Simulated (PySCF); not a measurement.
# C4H9F: electronic structure in real space

Aim: take C4H9F and pull one bond apart with RHF, UHF and CASSCF, compute its lowest excited states and localise its valence orbitals.

The runs use PySCF 2.14.0; levels as typed in each script, gas phase, geometry from GFN2-xTB.

**1. Starting geometry**

SMILES `CCCCF`, 14 atoms, charge 0, spin multiplicity 1.

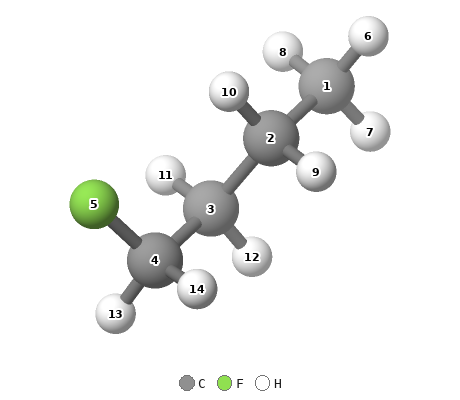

The geometry (carbon grey, fluorine green, hydrogen white); atoms are numbered from 1 in the order of the file.

Geometry (Å):

| atom | x (Å) | y (Å) | z (Å) |
| --- | --- | --- | --- |
| C1 | 2.3693 | 0.1203 | -0.1365 |
| C2 | 0.9435 | 0.3433 | 0.3497 |
| C3 | -0.0184 | -0.6951 | -0.2252 |
| C4 | -1.4461 | -0.4737 | 0.2509 |
| F5 | -1.9406 | 0.7129 | -0.2385 |
| H6 | 3.0342 | 0.8742 | 0.2775 |
| H7 | 2.7287 | -0.8601 | 0.1693 |
| H8 | 2.4170 | 0.1797 | -1.2215 |
| H9 | 0.9189 | 0.2926 | 1.4408 |
| H10 | 0.6069 | 1.3386 | 0.0539 |
| H11 | -0.0002 | -0.6444 | -1.3157 |
| H12 | 0.2883 | -1.6986 | 0.0757 |
| H13 | -2.1178 | -1.2599 | -0.1093 |
| H14 | -1.5007 | -0.4063 | 1.3426 |

**2. Stretching a bond (6-31g*)**

File input.py:

```python
import numpy as np
from pyscf import gto, scf, mcscf

mol = gto.M(atom='''
C      2.36933     0.12031    -0.13653
C      0.94350     0.34330     0.34970
C     -0.01841    -0.69513    -0.22517
C     -1.44608    -0.47374     0.25089
F     -1.94060     0.71286    -0.23854
H      3.03418     0.87422     0.27753
H      2.72872    -0.86015     0.16933
H      2.41699     0.17975    -1.22151
H      0.91889     0.29264     1.44085
H      0.60694     1.33859     0.05395
H     -0.00020    -0.64441    -1.31573
H      0.28832    -1.69863     0.07573
H     -2.11780    -1.25992    -0.10926
H     -1.50072    -0.40627     1.34264
''', basis='6-31g*', charge=0, spin=0, verbose=4)
# stretch the bond between atoms 3 and 4, from long to short, fragments rigid
a, b, move = 2, 3, [3, 4, 12, 13]
xyz = mol.atom_coords(unit='Angstrom')
u = xyz[b] - xyz[a]
r0 = np.linalg.norm(u)
rows, last, dm_u = [], None, None
for r in [4.26, 3.34, 2.74, 2.36, 2.05, 1.82, 1.67, 1.52, 1.4]:
    new = xyz.copy()
    new[move] += u / r0 * (r - r0)
    m = mol.set_geom_(new, unit='Angstrom', inplace=False)
    rhf = scf.RHF(m).density_fit(auxbasis='def2-universal-jkfit').run()
    uhf = scf.UHF(m).density_fit(auxbasis='def2-universal-jkfit').newton()
    if dm_u is None:
        c = rhf.mo_coeff
        h = m.nelectron // 2 - 1
        ca, cb = c.copy(), c.copy()
        ca[:, h], cb[:, h] = (c[:, h] + c[:, h + 1]) / 2**.5, (c[:, h] - c[:, h + 1]) / 2**.5
        dm_u = np.array([x[:, :h + 1] @ x[:, :h + 1].T for x in (ca, cb)])
    uhf.kernel(dm0=dm_u)
    for _ in range(3):
        c, _, stable, _ = uhf.stability(return_status=True)
        if stable:
            break
        uhf.kernel(c, uhf.mo_occ)
    dm_u = uhf.make_rdm1()
    mc = mcscf.CASSCF(rhf, 2, 2)
    mc.natorb = True
    mc.fix_spin_(ss=0)
    guess = mcscf.addons.make_natural_orbitals(uhf)[1] if last is None else mcscf.project_init_guess(mc, last.mo_coeff, last.mol)
    mc.kernel(guess)
    last = mc
    act = slice(mc.ncore, mc.ncore + mc.ncas)
    print('r %.3f  RHF %.6f  UHF %.6f  <S^2> %.3f  CASSCF %.6f  occupations' % (r, rhf.e_tot, uhf.e_tot, uhf.spin_square()[0], mc.e_tot), mc.mo_occ[act].round(4))
    rows.append((new, rhf.e_tot, uhf.e_tot, uhf.spin_square()[0], mc.e_tot, mc.mo_occ[act], mc.mo_coeff[:, act], dm_u[0] - dm_u[1], rhf.converged and uhf.converged and mc.converged))
    np.savez('result.npz', **{k: [row[i] for row in rows] for i, k in enumerate('xyz rhf uhf s2 cas occ c spin ok'.split())})
```

Command:

```
$ OMP_NUM_THREADS=1 python input.py
```

**4. Excited states (BHandHLYP/6-31+g*)**

File input.py:

```python
import numpy as np
from pyscf import gto, scf, dft, tdscf
from pyscf.scf import atom_ks, atom_hf
from scipy.linalg import block_diag

def solve(mol, dm0=None, hcore=None):
    mf = (dft.UKS if mol.spin else dft.RKS)(mol, xc='bhandhlyp')
    mf.grids.level = 3
    mf = mf.density_fit(auxbasis='def2-universal-jkfit')
    mf.conv_tol, mf.max_cycle = 1e-8, 80
    if hcore is not None:
        mf.get_hcore = lambda *args: hcore
    mf.kernel(dm0)
    if not mf.converged:
        mf = mf.newton().run(mf.mo_coeff, mf.mo_occ, max_cycle=30)
    assert mf.converged, 'SCF not converged'
    return mf

mol = gto.M(atom='''
C      2.36933     0.12031    -0.13653
C      0.94350     0.34330     0.34970
C     -0.01841    -0.69513    -0.22517
C     -1.44608    -0.47374     0.25089
F     -1.94060     0.71286    -0.23854
H      3.03418     0.87422     0.27753
H      2.72872    -0.86015     0.16933
H      2.41699     0.17975    -1.22151
H      0.91889     0.29264     1.44085
H      0.60694     1.33859     0.05395
H     -0.00020    -0.64441    -1.31573
H      0.28832    -1.69863     0.07573
H     -2.11780    -1.25992    -0.10926
H     -1.50072    -0.40627     1.34264
''', basis='6-31+g*', charge=0, spin=0, verbose=4)
mf = solve(mol)
td = mf.TDA()
td.nstates, td.singlet, td.conv_tol = 5, True, 1e-5
td.kernel()
td.analyze()
x, y = np.array([p[0] for p in td.xy]), np.array([p[1] + 0 * p[0] for p in td.xy])
f, mu = td.oscillator_strength(), td.transition_dipole()
nto = [td.get_nto(state=i + 1, verbose=4) for i in range(len(td.e))]
# spherically averaged free atoms, for the promolecule
atm = atom_ks.get_atm_nrks(mol, xc='bhandhlyp')
pro = block_diag(*[(atm[a[0]][2] * atm[a[0]][3]) @ atm[a[0]][2].T for a in mol._atom])
np.savez('result.npz', e=td.e, f=f, ok=td.converged, w=[n[0] for n in nto], nto=[n[1] for n in nto], x=x, y=y, c=mf.mo_coeff, occ=mf.mo_occ, eps=mf.mo_energy, pro=pro, mu=mu)
```

**6. Localised orbitals (CAM-B3LYP/def2-svp)**

File input.py:

```python
import numpy as np
from pyscf import gto, scf, dft, lo
from pyscf.data.elements import chemcore

def solve(mol, dm0=None, hcore=None):
    mf = (dft.UKS if mol.spin else dft.RKS)(mol, xc='camb3lyp')
    mf.grids.level = 3
    mf = mf.density_fit(auxbasis='def2-universal-jkfit')
    mf.conv_tol, mf.max_cycle = 1e-8, 80
    if hcore is not None:
        mf.get_hcore = lambda *args: hcore
    mf.kernel(dm0)
    if not mf.converged:
        mf = mf.newton().run(mf.mo_coeff, mf.mo_occ, max_cycle=30)
    assert mf.converged, 'SCF not converged'
    return mf

mol = gto.M(atom='''
C      2.36933     0.12031    -0.13653
C      0.94350     0.34330     0.34970
C     -0.01841    -0.69513    -0.22517
C     -1.44608    -0.47374     0.25089
F     -1.94060     0.71286    -0.23854
H      3.03418     0.87422     0.27753
H      2.72872    -0.86015     0.16933
H      2.41699     0.17975    -1.22151
H      0.91889     0.29264     1.44085
H      0.60694     1.33859     0.05395
H     -0.00020    -0.64441    -1.31573
H      0.28832    -1.69863     0.07573
H     -2.11780    -1.25992    -0.10926
H     -1.50072    -0.40627     1.34264
''', basis='def2-svp', charge=0, spin=0, verbose=4)
mf = solve(mol)
occ_all = mf.mo_coeff[:, mf.mo_occ > 0]
occ = occ_all[:, chemcore(mol):]
loc = lo.ibo.ibo(mol, occ, iaos=lo.iao.iao(mol, occ_all))
fock, s = mf.get_fock(), mf.get_ovlp()
ortho = lo.orth_ao(mol, 'meta_lowdin')
ortho = lo.vec_lowdin(lo.iao.iao(mol, occ_all), s)
labels = lo.iao.reference_mol(mol).ao_labels(fmt=None)
vir = lo.vvo.livvo(mol, occ_all, mf.mo_coeff[:, mf.mo_occ == 0])
both = np.hstack([loc, vir])
p = (ortho.T @ s @ both) ** 2
pop = np.array([p[[l[0] == a for l in labels]].sum(0) for a in range(mol.natm)])
spd = np.array([[p[[l[0] == a and l[2][-1] == k for l in labels]].sum(0) for k in 'spd'] for a in range(mol.natm)])
eps = np.einsum('pi,pq,qi->i', both, fock, both)
for i in np.argsort(eps):
    top = np.argsort(-pop[:, i])[:3]
    print('%3d %s %9.4f Eh ' % (i + 1, 'occ' if i < loc.shape[1] else 'vir', eps[i]), '  '.join('%s%d %.3f' % (mol.atom_symbol(a), a + 1, pop[a, i]) for a in top))
np.savez('result.npz', c=both, nocc=loc.shape[1], pop=pop, spd=spd, eps=eps, e=mf.e_tot)
```

(Steps that only read results are left out.)

What does the calculation give? Wanted: lowest singlet excitation.

As calculated:

| quantity | value |
| --- | --- |
| cost of the stretch to 4.3 Å, CASSCF and RHF (6-31g*) | 4.2 and 8.8 eV |
| lowest singlet excitation (BHandHLYP/6-31+g*) | 9.12 eV |
| localised occupied orbitals above −45 eV (CAM-B3LYP/def2-svp) | 16 |

In words: RHF rises too steeply at long distance, since it keeps both electrons in one orbital and so mixes in ionic fragments. The geometry was not optimised at these levels.
